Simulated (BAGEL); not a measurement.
**One shape, several levels: doublet CH3BFN−**

Aim: a comparison of 5 runs (UHF/STO-3G, ROHF/6-31G*, UHF/6-31G*, ROHF/def2-SVPD, UHF/def2-SVPD) of doublet CH3BFN−. 

The results are computed with BAGEL 1.2.2.

## Step 1: The system as given

The species is CH3BFN− (7 atoms), meant as a doublet with charge -1. As SMILES of the parent species, `[H]/N=C(\B)F`. Geometry: relaxed at PBE0-D4/def2-TZVP. That shape belongs to the parent species and isn't relaxed for this state.

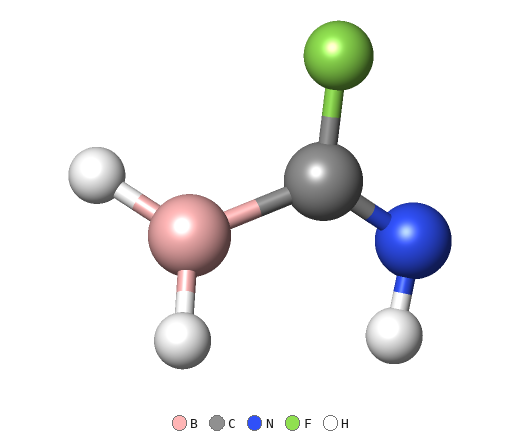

The structure, seen from a chosen angle (boron pink, carbon grey, nitrogen blue, fluorine green, hydrogen white).

## Step 2: A single-point energy at UHF/STO-3G (density fitting with qzvpp-jkfit) (run 1)

Contents of input.json:

```json
{ "bagel": [

{
  "title": "molecule",
  "basis": "sto-3g",
  "df_basis": "qzvpp-jkfit",
  "angstrom": "true",
  "geometry": [
    { "atom": "B", "xyz": [   -0.350500,    0.865300,   -0.251700 ] },
    { "atom": "C", "xyz": [    0.571400,   -0.355700,    0.056300 ] },
    { "atom": "N", "xyz": [    0.197700,   -1.487600,    0.452000 ] },
    { "atom": "F", "xyz": [    1.864300,   -0.223700,   -0.274300 ] },
    { "atom": "H", "xyz": [   -0.170600,    1.508700,   -1.237600 ] },
    { "atom": "H", "xyz": [   -1.272000,    1.080800,    0.473100 ] },
    { "atom": "H", "xyz": [   -0.779100,   -1.455800,    0.736500 ] }
  ]
},
{
  "title": "uhf",
  "charge": -1,
  "nopen": 1
},
{
  "title": "print",
  "file": "orbitals.molden",
  "orbitals": "true"
}

]}
```

On the command line:

```console
$ BAGEL_NUM_THREADS=1 BAGEL input.json > input.out
```

Log:

```text
* using 1 threads per process

  ===============================================================
  ===============================================================

  *** Geometry ***

[... 23 lines left out ...]
      * DIIS with orbital gradients will be used.

  === UHF iteration (sto-3g) ===
      0       -214.98694042          0.04401773           0.01
      1       -215.07082553          0.01788668           0.01
      2       -215.08538727          0.00771868           0.01
[... 16 lines of this table left out ...]
     19       -215.09538699          0.00000001           0.01
    * SCF iteration converged.

    * S^2 (UHF) is 0.8855

    * Permanent dipole moment:
           (   -0.789150,     0.796563,    -0.232494) a.u.

    * METHOD: UHF                                  0.34

    * METHOD: PRINT                                0.00

  ===============================================================
```

Run time: 0.56 s. Hardware: 1 thread of Arm Neoverse V1, shared host.

## Step 3: A single-point energy at ROHF/6-31G(d) (density fitting with qzvpp-jkfit, spherical functions) (run 2)

Contents of job.json:

```json
{ "bagel" : [

{
  "title" : "molecule",
  "basis" : "6-31gs.json",
  "df_basis" : "qzvpp-jkfit",
  "angstrom" : true,
  "geometry" : [
    { "atom" : "B", "xyz" : [   -0.350500,    0.865300,   -0.251700 ] },
    { "atom" : "C", "xyz" : [    0.571400,   -0.355700,    0.056300 ] },
    { "atom" : "N", "xyz" : [    0.197700,   -1.487600,    0.452000 ] },
    { "atom" : "F", "xyz" : [    1.864300,   -0.223700,   -0.274300 ] },
    { "atom" : "H", "xyz" : [   -0.170600,    1.508700,   -1.237600 ] },
    { "atom" : "H", "xyz" : [   -1.272000,    1.080800,    0.473100 ] },
    { "atom" : "H", "xyz" : [   -0.779100,   -1.455800,    0.736500 ] }
  ]
},
{ "title" : "rohf", "charge" : -1, "nopen" : 1 },
{ "title" : "print", "file" : "orbitals.molden", "orbitals" : true }

]}
```

The basis set 6-31G* is read from a file made from the Basis Set Exchange's data (not shown).

On the command line:

```console
$ BAGEL_NUM_THREADS=1 BAGEL job.json > job.out
```

Log:

```text
* using 1 threads per process

  ===============================================================
  ===============================================================

  *** Geometry ***

[... 23 lines left out ...]
      * DIIS with orbital gradients will be used.

  === ROHF iteration (6-31gs.json) ===
      0       -217.89881354          0.04835523           0.04
      1       -218.05744292          0.02898750           0.04
      2       -218.09631772          0.01739615           0.04
[... 15 lines of this table left out ...]
     18       -218.12123920          0.00000001           0.05
    * SCF iteration converged.

    * S^2 (ROHF) is 0.7500

    * Permanent dipole moment:
           (   -0.556200,     0.609717,    -0.207997) a.u.

    * METHOD: ROHF                                 0.97

    * METHOD: PRINT                                0.01

  ===============================================================
```

It took 1.2 s on 1 thread of Arm Neoverse V1, shared host.

Runs 3 to 4 aren't shown in full; the table further down has their settings and results.

## Step 4: The energy at UHF/def2-SVPD (density fitting with qzvpp-jkfit) (run 5)

Contents of input.json:

```json
{ "bagel" : [

{
  "title" : "molecule",
  "basis" : "def2-svpd.json",
  "df_basis" : "qzvpp-jkfit",
  "angstrom" : true,
  "geometry" : [
    { "atom" : "B", "xyz" : [   -0.350500,    0.865300,   -0.251700 ] },
    { "atom" : "C", "xyz" : [    0.571400,   -0.355700,    0.056300 ] },
    { "atom" : "N", "xyz" : [    0.197700,   -1.487600,    0.452000 ] },
    { "atom" : "F", "xyz" : [    1.864300,   -0.223700,   -0.274300 ] },
    { "atom" : "H", "xyz" : [   -0.170600,    1.508700,   -1.237600 ] },
    { "atom" : "H", "xyz" : [   -1.272000,    1.080800,    0.473100 ] },
    { "atom" : "H", "xyz" : [   -0.779100,   -1.455800,    0.736500 ] }
  ]
},
{
  "title" : "uhf",
  "charge" : -1,
  "nopen" : 1
},
{
  "title" : "print",
  "file" : "orbitals.molden",
  "orbitals" : true
}

]}
```

The basis set def2-SVPD is read from a file made from the Basis Set Exchange's data (not shown).

On the command line:

```console
$ BAGEL_NUM_THREADS=1 BAGEL input.json > input.out
```

Log:

```text
* using 1 threads per process

  ===============================================================
  ===============================================================

  *** Geometry ***

[... 23 lines left out ...]
      * DIIS with orbital gradients will be used.

  === UHF iteration (def2-svpd.json) ===
      0       -217.70587403          0.03830511           0.09
      1       -217.90216074          0.02520032           0.09
      2       -217.95618878          0.01385492           0.09
[... 20 lines of this table left out ...]
     23       -217.98859513          0.00000001           0.09
    * SCF iteration converged.

    * S^2 (UHF) is 0.7968

    * Permanent dipole moment:
           (   -0.476259,     0.743434,    -0.203155) a.u.

    * METHOD: UHF                                  2.27

    * METHOD: PRINT                                0.03

  ===============================================================
```

Wall time 2.6 s (1 thread of Arm Neoverse V1, shared host); peak memory 0.11 GiB.

## Step 5: Overview of the runs

| run | level | energy (Eh) | ⟨S²⟩ | wall time |
| --- | --- | --- | --- | --- |
| 1 | UHF/STO-3G (density fitting with qzvpp-jkfit) | -215.095387 | 0.885 | 0.56 s |
| 2 | ROHF/6-31G* (density fitting with qzvpp-jkfit, spherical functions) | -218.121239 | 0.750 | 1.2 s |
| 3 | UHF/6-31G* (density fitting with qzvpp-jkfit, spherical functions) | -218.126447 | 0.800 | 1.3 s |
| 4 | ROHF/def2-SVPD (density fitting with qzvpp-jkfit) | -217.983768 | 0.750 | 2.3 s |
| 5 | UHF/def2-SVPD (density fitting with qzvpp-jkfit) | -217.988595 | 0.797 | 2.6 s |

## Step 6: Results

```
           quantity          value
run 5: total energy  -217.98860 Eh
        run 5: ⟨S²⟩          0.797
```

In words: In run 1 the basis is minimal, so the values are rough. Spin contamination of the reference: run 1 ⟨S²⟩ = 0.89. All runs together took 8 s, the longest 2.6 s.
